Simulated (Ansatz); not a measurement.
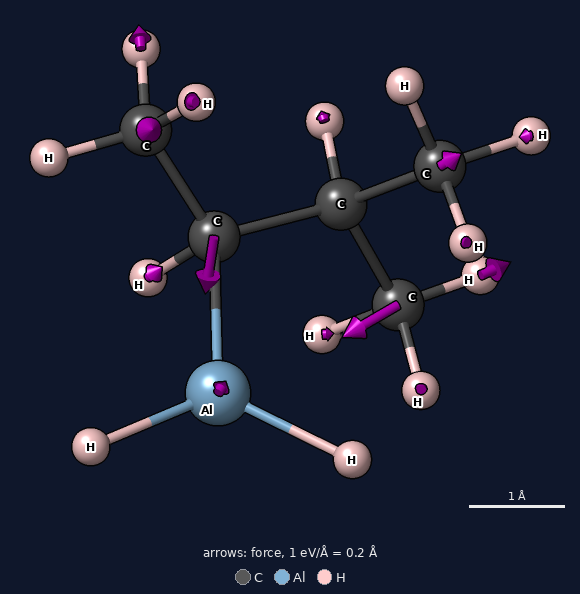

Starting geometry of C$_{5}$H$_{13}$Al with the computed forces as purple arrows. The picture is a ball-and-stick view, seen at a tilt.

The run prepares an end point of a later path (hydrogen shift) calculation, from a guessed geometry.

These are results of Ansatz 0.2.0, RKS PBE/6-31G*, not measurements.

Input
```yaml
crystal:
  periodic: [false, false, false]
  atoms:
    - { symbol: C, position_ang: [-0.7743, -1.8615, 0.3881] }
    - { symbol: C, position_ang: [0.2356, -0.8451, -0.1563] }
    - { symbol: C, position_ang: [1.3025, -0.6196, 0.8874] }
    - { symbol: C, position_ang: [-0.3295, 0.4882, -0.6753] }
    - { symbol: C, position_ang: [0.5987, 1.3324, -1.4686] }
    - { symbol: Al, position_ang: [-1.3293, 1.6314, 0.7285] }
    - { symbol: H, position_ang: [-1.5805, -1.9873, -0.3869] }
    - { symbol: H, position_ang: [-1.2622, -1.4061, 1.2914] }
    - { symbol: H, position_ang: [-0.3519, -2.7792, 0.6566] }
    - { symbol: H, position_ang: [0.7213, -1.3439, -1.0013] }
    - { symbol: H, position_ang: [1.7667, -1.5962, 1.2187] }
    - { symbol: H, position_ang: [0.9452, -0.1275, 1.828] }
    - { symbol: H, position_ang: [2.1075, 0.0295, 0.4781] }
    - { symbol: H, position_ang: [-1.238, 0.2163, -1.3672] }
    - { symbol: H, position_ang: [0.0632, 2.1548, -1.9584] }
    - { symbol: H, position_ang: [1.1145, 0.7677, -2.2102] }
    - { symbol: H, position_ang: [1.371, 1.8078, -0.7756] }
    - { symbol: H, position_ang: [-2.0906, 2.9731, 0.3085] }
    - { symbol: H, position_ang: [-1.3118, 1.1609, 2.271] }
basis:
  gaussian: { orbitals: "6-31G*" }
hamiltonian:
  xc: pbe
relax:
  f_tol: 0.02
  max_steps: 50
```

Command:
```bash
ansatz run input.yaml --threads 2 --pin off --max-ram 3072MiB --backend cpu --events-out ev --progress --plain --runs-dir out
```

Question: What follows when this structure is relaxed?

Answer: It isn't relaxed: the largest force vector, on C1, is 3.75 eV/Å. The final displacements follow the starting forces only in part (cosine between the two patterns 0.39). The energy falls by 0.404 eV in 6 geometry steps. The largest force component goes from 3.4 to 0.012 eV/Å. The atom that moves furthest after the best rigid fit is H19 (0.13 Å). Largest moves by element: H 0.13 Å, Al 0.07 Å, C 0.06 Å. Among the contacts that change: C4–Al6 2.068 → 1.998 Å, C4–C5 1.484 → 1.547 Å, C4–H14 1.174 → 1.114 Å, C1–H9 1.045 → 1.104 Å. Among the angles between lasting bonds that change: C4–Al6–H19 118.9° → 125.3°, C1–C2–C4 116.9° → 111.1°, Al6–C4–H14 98.9° → 103.3°.
